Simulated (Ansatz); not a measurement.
The structure below was relaxed with PBE (Ansatz, an electronic-structure program, PAW, no SOC), earlier PAW set.

```xyz
1
Lattice="-2.6396 2.6396 2.6396 2.6396 -2.6396 2.6396 2.6396 2.6396 -2.6396" Properties=species:S:1:pos:R:3 pbc="T T T"
K      0.0000     0.0000     0.0000
```

Task: Find the space group and the Wyckoff positions.

Result: Space group Im-3m (No. 229); a = b = c = 5.279 Å, α = β = γ = 90.00°

```csv
atom,site,symmetry,x,y,z
K,2a,m-3m,0.0000,0.0000,0.0000
```

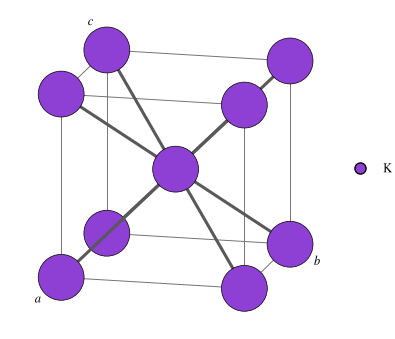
Figure: The conventional cell

No phonon test of stability was made. The cell was made from Li by this change: Li → K.
